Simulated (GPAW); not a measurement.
**Near-edge structure at the O K edge of BaTiO3 (Barioperovskite, Amm2)**

Aim: the near-edge shape at the O K edge of BaTiO3 (Barioperovskite, Amm2), and what the core hole does to it.

Calculated with GPAW 26.7.0; X-ray absorption from dipole matrix elements to empty bands, plane-wave PAW LDA.

### Step 1. Set-up

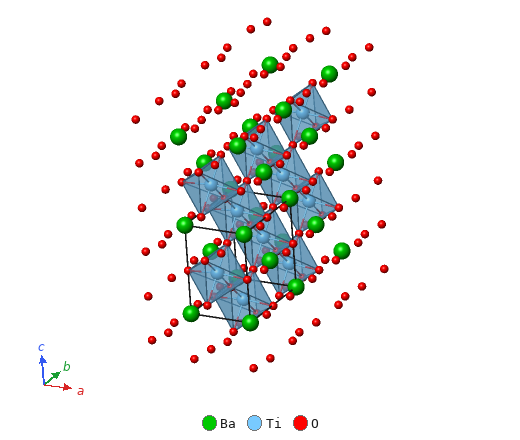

The cell as given, slightly off an axis (barium green, titanium blue, oxygen red). 1×2×2 cells are drawn. This picture shows the conventional cell, with its axes. Some periodic images of atoms are drawn too.

Coordinates:

```cif
data_structure
_symmetry_space_group_name_H-M 'Amm2'
_symmetry_Int_Tables_number 38
_cell_length_a 3.9855
_cell_length_b 5.6738
_cell_length_c 5.6903
_cell_angle_alpha 90.000
_cell_angle_beta 90.000
_cell_angle_gamma 90.000
_cell_volume 128.67
loop_
_atom_site_label
_atom_site_type_symbol
_atom_site_symmetry_multiplicity
_atom_site_Wyckoff_symbol
_atom_site_fract_x
_atom_site_fract_y
_atom_site_fract_z
_atom_site_occupancy
Ba1 Ba 2 a 0.00000 0.00000 0.00000 1
Ti1 Ti 2 b 0.50000 0.50000 0.01240 1
O1 O 4 e 0.50000 0.74330 0.24854 1
O2 O 2 a 0.00000 0.50000 0.98740 1
```

### Step 2. The field without a hole

The ground state comes first: it tells whether the system has a gap, which decides how the excited electron is treated.

Input file scf.py:

```python
import numpy as np
from ase import Atoms
from ase.parallel import parprint, paropen
from gpaw import GPAW, PW, FermiDirac, Mixer, MixerDif, setup_paths
from gpaw.test import gen
setup_paths.insert(0, '.')
gen('O', name='nch1s', xcname='LDA', corehole=(1, 0, 0), write_xml=True)
from gpaw.mpi import world
world.barrier()

atoms = Atoms('BaTiO3',
    cell=[[3.9855, 0, 0],
     [0, 2.8369, 2.84515],
     [0, -2.8369, 2.84515]],
    scaled_positions=[[0, 0, 0],
     [0.5, 0.5124, 0.5124],
     [0.5, 0.99184, 0.50524],
     [0.5, 0.50524, 0.99184],
     [0, 0.4874, 0.4874]],
    pbc=True)
atoms.calc = calc = GPAW(legacy_gpaw=True, mode=PW(500, force_complex_dtype=True), xc='LDA', setups={2: 'nch1s'},
    kpts={'size': (6, 6, 6), 'gamma': True}, occupations=FermiDirac(0.05),
    charge=0, mixer=Mixer(0.1, 5, 50), maxiter=150,
    convergence={'density': 0.0001, 'eigenstates': 1e-6}, txt='scf.txt')
energy = atoms.get_potential_energy() + calc.get_reference_energy()
ef = calc.get_fermi_level()
out = dict(energy=energy, fermi=ef, forces=atoms.get_forces().tolist())
parprint(f'all-electron energy {energy:.4f} eV, Fermi level {ef:.4f} eV')
ev = np.array([[calc.get_eigenvalues(k, s) for k in range(len(calc.get_ibz_k_points()))] for s in range(calc.get_number_of_spins())])
out['homo'], out['lumo'], out['counts'] = ev[ev < ef].max(), ev[ev > ef].min(), sorted(set((ev < ef).sum((0, 2)).tolist()))
out['filled'] = (ev[:, 0] < ef).sum(1).tolist()
import json
with paropen('out.json', 'w') as f:
    json.dump(out, f)
```

Launch:

```sh
> OMP_NUM_THREADS=1 mpirun -n 8 gpaw python scf.py
```

Numbers of over 12 decimals in the logs are rounded to 6 here.

The program printed:

```text
Input parameters:
  convergence: {density: 0.0001,
                eigenstates: 1e-06}
  kpts: {gamma: True,
         size: (6, 6, 6)}
  maxiter: 150
  mixer: {backend: pulay,
          beta: 0.1,
          method: separate,
          nmaxold: 5,
          weight: 50}
  mode: {ecut: 500.0,
         force_complex_dtype: True,
         name: pw}
  occupations: {fixmagmom: False,
                name: fermi-dirac,
                width: 0.05}
  setups: {2: nch1s}

Initialize ...

[... PAW data sets ...]

Reference energy: -250365.446817  # eV

Spin-paired calculation

[... convergence settings ...]
Symmetries present (total): 2
  [... symmetry matrices ...]

216 k-points: 6 x 6 x 6 Monkhorst-Pack grid + [1/12,1/12,1/12]
80 k-points in the irreducible part of the Brillouin zone
       k-points in crystal coordinates                weights
   0:     0.00000000    0.00000000    0.00000000          1/216
   1:     0.00000000    0.00000000    0.16666667          2/216
   2:     0.00000000    0.00000000    0.33333333          2/216
   3:     0.00000000    0.00000000    0.50000000          1/216
   4:     0.00000000    0.16666667   -0.33333333          2/216
   5:     0.00000000    0.16666667   -0.16666667          2/216
   6:     0.00000000    0.16666667    0.00000000          2/216
   7:     0.00000000    0.16666667    0.16666667          2/216
   8:     0.00000000    0.16666667    0.33333333          2/216
   9:     0.00000000    0.16666667    0.50000000          2/216
          ...
  79:     0.50000000    0.50000000    0.50000000          1/216

Wave functions: Plane wave expansion
  Cutoff energy: 500.000 eV
  Number of coefficients (min, max): 1614, 1659
  Pulay-stress correction: 0.000000 eV/Ang^3 (de/decut=0.000000)
  Using FFTW library
  Wavefunction extrapolation:
    Improved wavefunction reuse through dual PAW basis

Occupation numbers: Fermi-Dirac:
  width: 0.0500  # eV

Eigensolver
   Davidson(niter=2)

Densities:
  Coarse grid: 21*21*21 grid
  Fine grid: 42*42*42 grid
  Total Charge: 0.000000

Density mixing:
  Method: separate
  Backend: pulay
  Linear mixing parameter: 0.1
  old densities: 5
  Width of damping distribution: 1.1
  Damping of long wavelength oscillations: 50

[... Hamiltonian set-up ...]
Number of atoms: 5
Number of atomic orbitals: 30
Number of bands in calculation: 28
Number of valence electrons: 40
Bands to converge: occupied

... initialized

Initializing position-dependent things.

Density initialized from atomic densities
Creating initial wave functions:
  28 bands from LCAO basis set

              O
            O
        O    Ti

        Ba

Atomic positions and initial magnetic moments

Positions:
   0 Ba     0.000000    0.000000    0.000000    ( 0.0000,  0.0000,  0.0000)
   1 Ti     1.992750    0.000000    2.915710    ( 0.0000,  0.0000,  0.0000)
   2 O      1.992750    1.380436    4.259417    ( 0.0000,  0.0000,  0.0000)
   3 O      1.992750   -1.380436    4.259417    ( 0.0000,  0.0000,  0.0000)
   4 O      0.000000   -0.000000    2.773452    ( 0.0000,  0.0000,  0.0000)

Unit cell:
           periodic     x           y           z      points  spacing
  1. axis:    yes    3.985500    0.000000    0.000000    21     0.1898
  2. axis:    yes    0.000000    2.836900    2.845150    21     0.1913
  3. axis:    yes    0.000000   -2.836900    2.845150    21     0.1913

  Lengths:   3.985500   4.017820   4.017820
  Angles:   89.833620  90.000000  90.000000

Effective grid spacing dv^(1/3) = 0.1908

iter:   1   -47.351033
iter:   2   -44.360790   -0.86  -0.96
iter:   3   -42.528212   -1.02  -1.10
iter:   4   -42.510411   -2.33  -1.45
iter:   5   -42.518350c  -2.14  -1.46
iter:   6   -42.576846   -1.79  -1.81
iter:   7   -42.428129   -2.12  -1.75
iter:   8   -42.401874   -3.46  -2.17
iter:   9   -42.401615   -4.48  -2.96
iter:  10   -42.401563c  -4.84  -3.11
iter:  11   -42.401509c  -5.34  -3.29
iter:  12   -42.401476c  -5.58  -3.50
iter:  13   -42.401472c  -6.94c -3.75
iter:  14   -42.401468c  -6.05c -3.88
iter:  15   -42.401468c  -7.58c -4.27c

Converged after 15 iterations.

Dipole moment: (0.000000, -0.000000, 1.754172) |e|*Ang

Energy contributions relative to reference atoms: (reference = -250365.446817)

Kinetic:        +29.343750
Potential:      -31.543114
External:        +0.000000
XC:             -40.350988
Entropy (-ST):   -0.000000
Local:           +0.148885
SIC:             +0.000000
--------------------------
Free energy:    -42.401468
Extrapolated:   -42.401468

Showing only first 2 kpts
 Kpt  Band  Eigenvalues  Occupancy
  0    18      7.02611    2.00000
  0    19      7.07061    2.00000
  0    20      9.06034    0.00000
  0    21      9.12495    0.00000

  1    18      6.78089    2.00000
  1    19      6.90171    2.00000
  1    20      9.18846    0.00000
  1    21      9.59727    0.00000

Fermi level: 8.19137

Gap: 1.801 eV
Transition (v -> c):
  (s=0, k=79, n=19, [0.50, 0.50, 0.50]) -> (s=0, k=0, n=20, [0.00, 0.00, 0.00])
Direct/indirect transitions are different
Direct gap: 1.990 eV
Transition at: (s=0, k=0, n=19, [0.00, 0.00, 0.00])

Forces in eV/Ang:
  0 Ba    0.00000    0.00000    0.16576
  1 Ti    0.00000    0.00000    0.18011
  2 O     0.00000   -0.03128   -0.26501
  3 O     0.00000    0.03142   -0.26491
  4 O     0.00000    0.00004    0.19405
Scalar-relativistic atomic LDA calculation for O (Oxygen, Z=8)
Core hole in 1s state (1s occupation: 2.0)
300 radial gridpoints.
|------------------------------------------------|
|------------------------------------------------|
[... the atom generator's iteration count ...]

Energy contributions:
-------------------------
Kinetic:      +74.266897
XC:            -7.772280
Potential:   -141.018865
-------------------------
Total:        -74.524248

state      eigenvalue         ekin         rmax
-----------------------------------------------
1s^2.0 :   -18.772897    28.821965        0.130
2s^2.0 :    -0.872866     3.204810        0.874
2p^4.0 :    -0.337925     2.553337        0.813
-----------------------------------------------
(units: Bohr and Hartree)

Generating PAW setup
Kinetic energy of the core from tauc = 57.689706
Cutoffs:
rc(s)=1.300
rc(p)=1.130
rc(d)=1.170
rc(vbar)=1.300
rc(comp)=1.260
rc(nct)=1.300

Kinetic energy of the core states: 57.643930
Charge: 0.0
Core electrons: 2.0
Valence electrons: 6.0
Pseudo-core charge: 0.000776
Shape function alpha=6.299
Pseudo-electron charge 5.666261
state    eigenvalue         norm
--------------------------------
2s(2) :    -0.872866     1.079797
*s    :     0.127134
2p(4) :    -0.337925     0.876472
*p    :     0.662075
*d    :     0.000000
--------------------------------

Diagonalizing with gridspacing h=0.050

state   all-electron     PAW
-------------------------------
2s:      -0.872866    -0.873954
2p:      -0.337925    -0.341740
*d:                    0.050276
*f:                    0.077289
-------------------------------
all-electron energy -250407.8483 eV, Fermi level 8.1914 eV
```

Wall time 12 s (8 MPI ranks of Arm Neoverse V2, shared host); peak memory 0.2 GiB; 91 s of CPU time.

The mesh shows a gap of 1.80 eV, so the hole is first treated in a charged cell, without the excited electron.

### Step 3. Spectrum without a core hole, O atom 3

This cheap baseline ignores the attraction of the hole: it shows the absorber's empty states as they are in the ground state. The data set with a hole of occupation 0 only carries the core orbital.

The absorber has 1 Ti at 1.93 Å and 1 Ti at 2.09 Å (linear, site symmetry m).

Input file xas.py:

```python
import numpy as np
from ase import Atoms
from ase.parallel import parprint, paropen
from gpaw import GPAW, PW, FermiDirac, Mixer, MixerDif, setup_paths
from gpaw.test import gen
setup_paths.insert(0, '.')
gen('O', name='nch1s', xcname='LDA', corehole=(1, 0, 0), write_xml=True)
from gpaw.mpi import world
world.barrier()

atoms = Atoms('BaTiO3',
    cell=[[3.9855, 0, 0],
     [0, 2.8369, 2.84515],
     [0, -2.8369, 2.84515]],
    scaled_positions=[[0, 0, 0],
     [0.5, 0.5124, 0.5124],
     [0.5, 0.99184, 0.50524],
     [0.5, 0.50524, 0.99184],
     [0, 0.4874, 0.4874]],
    pbc=True)
atoms.calc = calc = GPAW(legacy_gpaw=True, mode=PW(500, force_complex_dtype=True), xc='LDA', setups={2: 'nch1s'},
    kpts={'size': (6, 6, 6), 'gamma': True}, occupations=FermiDirac(0.02),
    charge=0, mixer=Mixer(0.1, 5, 50), maxiter=150,
    convergence={'density': 0.0001, 'eigenstates': 1e-6}, txt='scf.txt')
energy = atoms.get_potential_energy() + calc.get_reference_energy()
ef = calc.get_fermi_level()
out = dict(energy=energy, fermi=ef, forces=atoms.get_forces().tolist())
parprint(f'all-electron energy {energy:.4f} eV, Fermi level {ef:.4f} eV')
ev = np.array([[calc.get_eigenvalues(k, s) for k in range(len(calc.get_ibz_k_points()))] for s in range(calc.get_number_of_spins())])
out['homo'], out['lumo'], out['counts'] = ev[ev < ef].max(), ev[ev > ef].min(), sorted(set((ev < ef).sum((0, 2)).tolist()))
out['filled'] = (ev[:, 0] < ef).sum(1).tolist()

from ase.units import Ha
from gpaw.xas import dipole_matrix_elements
nb = int(calc.get_number_of_electrons() / 2) + 47
top, nb = nb, nb + 8 + nb // 12
nscf = calc.fixed_density(kpts={'size': (6, 6, 6), 'gamma': True}, nbands=nb,
    convergence={'bands': top, 'eigenstates': 5e-3}, maxiter=60, txt='nscf.txt')
cell = atoms.cell.array
ops = [cell.T @ U.T @ np.linalg.inv(cell.T) for U in nscf.wfs.kd.symmetry.op_scc]
filled = [20]  # bands filled in the ground state, by spin
E = np.arange(-25, 34, 0.1)
fwhm = np.interp(E, [4, 25], [0.9, 3.5])
Y, X, zero, highest = 0, 0, 1e9, 1e9
for spin in range(nscf.get_number_of_spins()):
    wfs = nscf.wfs
    mine = wfs.bd.get_slice()  # this rank's bands
    A = dipole_matrix_elements(wfs.setups[2])
    eps = np.zeros((wfs.kd.nibzkpts, nb))
    d = np.zeros((3, A.shape[1], wfs.kd.nibzkpts, nb), complex)
    for kpt in wfs.kpt_u:
        if kpt.s == spin and 2 in kpt.P_ani:
            eps[kpt.k, mine] = kpt.eps_n * Ha
            d[:, :, kpt.k, mine] = (kpt.weight * wfs.nspins / 2) ** 0.5 * np.inner(A, kpt.P_ani[2])
    world.sum(eps)
    world.sum(d)
    T = np.einsum('amkn,bmkn->abkn', d, d.conj()).real
    T = sum(np.einsum('ai,ijkn,bj->abkn', R, T, R) for R in ops) / len(ops)
    empty = np.ones_like(eps, bool) & (np.arange(nb) >= filled[spin])
    zero, highest = min(zero, eps[empty].min()), min(highest, eps[:, top - 1].min())
    lines = [(eps, T, empty)] if spin == 0 else lines + [(eps, T, empty)]
for eps, T, empty in lines:
    f = np.einsum('aakn->akn', T).reshape(3, -1)
    x = eps.ravel() - zero
    w = np.interp(x, E, fwhm) / 2.35482
    g = np.exp(-0.5 * ((E[:, None] - x) / w) ** 2) / (w * (2 * np.pi) ** 0.5)
    Y = Y + (f * empty.ravel()) @ g.T
    X = X + (f * ~empty.ravel()) @ g.T
out.update(E=E.round(2).tolist(), xas=Y.tolist(), xes=X.tolist(), zero=zero, valid=highest - zero, nk=len(eps), nb=nb)
for i in range(0, len(E), 10):
    parprint(f'{E[i]:7.2f}', *(f'{v:10.3e}' for v in Y[:, i]))
import json
with paropen('out.json', 'w') as f:
    json.dump(out, f)
```

Launch:

```sh
> OMP_NUM_THREADS=1 mpirun -n 8 gpaw python xas.py
```

The program printed:

```text
Input parameters:
  convergence: {density: 0.0001,
                eigenstates: 1e-06}
  kpts: {gamma: True,
         size: (6, 6, 6)}
  maxiter: 150
  mixer: {backend: pulay,
          beta: 0.1,
          method: separate,
          nmaxold: 5,
          weight: 50}
  mode: {ecut: 500.0,
         force_complex_dtype: True,
         name: pw}
  occupations: {fixmagmom: False,
                name: fermi-dirac,
[...]
*p    :     0.662075
*d    :     0.000000
--------------------------------

Diagonalizing with gridspacing h=0.050

state   all-electron     PAW
-------------------------------
2s:      -0.872866    -0.873954
2p:      -0.337925    -0.341740
*d:                    0.050276
*f:                    0.077289
-------------------------------
all-electron energy -250407.8483 eV, Fermi level 7.9995 eV
[...]
32.00  9.635e-05  7.383e-05  7.507e-05
  33.00  9.185e-05  8.004e-05  8.296e-05
[key lines of the parts left out:]
Converged after 15 iterations.
Dipole moment: (-0.000000, -0.000000, 1.754172) |e|*Ang
Free energy:    -42.401468
Fermi level: 7.99952
```

Run time: 23 s. Hardware: 8 MPI ranks; peak memory 0.3 GiB.

The O K spectrum, O atom 3, no core hole (energy from the lowest empty level; intensity scaled to a mean of 1 over the first 20 eV; polarised curves are means over the symmetry-equivalent atoms):

```
E (eV)  isotropic  ε ∥ x  ε ∥ y  ε ∥ z
  -2.0       0.00   0.00   0.00   0.00
  -0.5       0.01   0.01   0.00   0.01
   1.0       0.93   1.37   0.69   0.73
   2.5       0.62   0.75   0.57   0.54
   4.0       0.69   0.17   0.97   0.95
   5.5       1.64   1.07   1.92   1.92
   7.0       1.55   1.86   1.38   1.40
   8.5       0.67   0.95   0.54   0.53
  10.0       0.45   0.61   0.37   0.37
  11.5       0.94   0.82   1.00   1.00
  13.0       1.25   0.74   1.49   1.50
  14.5       1.20   1.04   1.25   1.30
  16.0       1.05   0.99   1.08   1.07
  17.5       0.99   1.09   0.95   0.94
  19.0       0.87   1.08   0.78   0.76
  20.5       0.49   0.62   0.44   0.42
  22.0       0.37   0.42   0.35   0.34
  23.5       0.37   0.40   0.36   0.35
  25.0       0.38   0.37   0.39   0.38
  26.5       0.43   0.40   0.46   0.43
  28.0       0.52   0.54   0.52   0.50
  29.5       0.64   0.73   0.60   0.59
  31.0       0.80   0.96   0.72   0.72
```

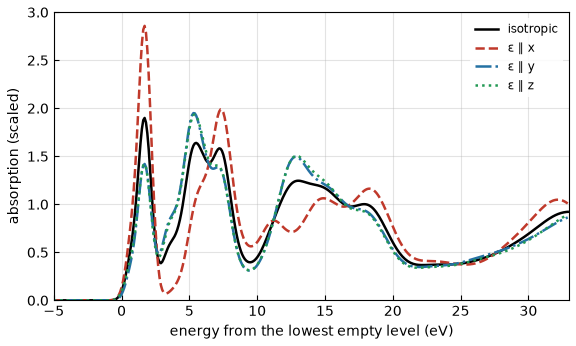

The O K edge, O atom 3, no core hole: main maxima at 1.7, 5.5 and 7.2 eV.

Main maxima below 24 eV (height): 1.7 eV (1.90), 5.5 eV (1.64), 7.2 eV (1.58) and 13.0 eV (1.25). A K edge sees empty p states; the first features are O p mixed into the empty d states of the Ti neighbours, and the broad ones above probably into the cations' higher empty bands.

The same matrix elements for filled bands give the O K emission of O atom 3 (ground-state approximation; energy from the lowest empty level, largest value 1):

```
E (eV)  emission
 -24.0      0.00
 -22.5      0.00
 -21.0      0.00
 -19.5      0.00
 -18.0      0.00
 -16.5      0.00
 -15.0      0.00
 -13.5      0.00
 -12.0      0.02
 -10.5      0.00
  -9.0      0.00
  -7.5      0.00
  -6.0      0.27
  -4.5      0.80
  -3.0      0.82
  -1.5      0.13
   0.0      0.00
   1.5      0.00
   3.0      0.00
```

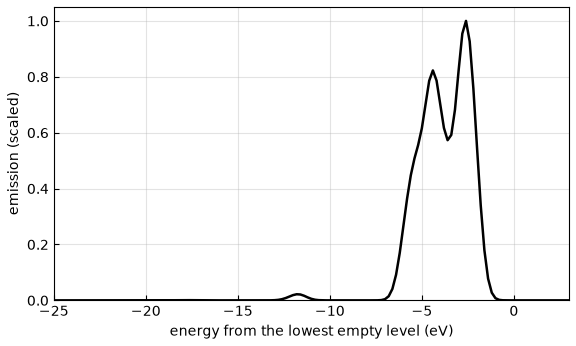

X-ray emission from the filled bands.

Emission maxima: -4.4 eV (0.82) and -2.6 eV (1.00).

### Step 4. Supercell without a hole, the energy reference

The photon energy needs a difference of total energies, so the cell and mesh of the coming hole run are first run without a hole.

scf.py: that of step 2 with these lines changed.

```diff
@@ -10,14 +10,29 @@
 
-atoms = Atoms('BaTiO3',
-    cell=[[3.9855, 0, 0],
-     [0, 2.8369, 2.84515],
-     [0, -2.8369, 2.84515]],
+atoms = Atoms('Ba4Ti4O12',
+    cell=[[-3.9855, 5.6738, 0],
+     [-3.9855, -5.6738, 0],
+     [3.9855, 0, 5.6903]],
     scaled_positions=[[0, 0, 0],
-     [0.5, 0.5124, 0.5124],
-     [0.5, 0.99184, 0.50524],
-     [0.5, 0.50524, 0.99184],
-     [0, 0.4874, 0.4874]],
+     [0.5, 0.5, 0],
+     [0, 0.5, 0.5],
+     [0.5, 0, 0.5],
+     [0.0062, 0.0062, 0.5124],
+     [0.5062, 0.5062, 0.5124],
+     [0.0062, 0.5062, 0.0124],
+     [0.5062, 0.0062, 0.0124],
+     [0.24592, 0.00262, 0.74854],
+     [0.74592, 0.50262, 0.74854],
+     [0.24592, 0.50262, 0.24854],
+     [0.74592, 0.00262, 0.24854],
+     [0.00262, 0.24592, 0.74854],
+     [0.50262, 0.74592, 0.74854],
+     [0.00262, 0.74592, 0.24854],
+     [0.50262, 0.24592, 0.24854],
+     [0.2437, 0.2437, 0.4874],
+     [0.7437, 0.7437, 0.4874],
+     [0.2437, 0.7437, 0.9874],
+     [0.7437, 0.2437, 0.9874]],
     pbc=True)
-atoms.calc = calc = GPAW(legacy_gpaw=True, mode=PW(500, force_complex_dtype=True), xc='LDA', setups={2: 'nch1s'},
-    kpts={'size': (6, 6, 6), 'gamma': True}, occupations=FermiDirac(0.05),
+atoms.calc = calc = GPAW(legacy_gpaw=True, mode=PW(500, force_complex_dtype=True), xc='LDA', setups={8: 'nch1s'},
+    kpts={'size': (3, 3, 3), 'gamma': True}, occupations=FermiDirac(0.02),
     charge=0, mixer=Mixer(0.1, 5, 50), maxiter=150,
```

Launch:

```sh
> OMP_NUM_THREADS=1 mpirun -n 8 gpaw python scf.py
```

The program printed:

```text
Input parameters:
  convergence: {density: 0.0001,
                eigenstates: 1e-06}
  kpts: {gamma: True,
         size: (3, 3, 3)}
  maxiter: 150
  mixer: {backend: pulay,
          beta: 0.1,
          method: separate,
          nmaxold: 5,
          weight: 50}
  mode: {ecut: 500.0,
         force_complex_dtype: True,
         name: pw}
  occupations: {fixmagmom: False,
                name: fermi-dirac,
[...]
2s(2) :    -0.872866     1.079797
*s    :     0.127134
2p(4) :    -0.337925     0.876472
*p    :     0.662075
*d    :     0.000000
--------------------------------

Diagonalizing with gridspacing h=0.050

state   all-electron     PAW
-------------------------------
2s:      -0.872866    -0.873954
2p:      -0.337925    -0.341740
*d:                    0.050276
*f:                    0.077289
-------------------------------
all-electron energy -1001631.3806 eV, Fermi level 7.9594 eV
[key lines of the parts left out:]
Converged after 17 iterations.
Dipole moment: (7.167227, 0.000000, 2.868248) |e|*Ang
Free energy:   -169.593381
Fermi level: 7.95940
```

It took 52 s on 8 MPI ranks; peak memory 0.36 GiB.

Reference energy: -1001631.381 eV with the cores included.

(Continued in part 2 of 2.)

[Banner, clock and machine lines of the logs are left out without a mark of their own.]

[Logs are printed without paths, hosts, clocks, repeated set-up lines and the standing remarks that a program may print on its own settings, such as how far it seeks lower states.]

[Hosts, paths, dates, database ids (printed as entryN), source tags and the programs' standing remarks are cut or masked in the printed files.]

[Lists of maxima count a maximum above −3 eV only where it reaches 4 % of the highest in the window and stands out from its surroundings by 2 % of it (1.5 % where it reaches 55 %); shoulders and weaker maxima are passed over, and of the rest the first, up to two pre-edge ones and the few strongest are named.]
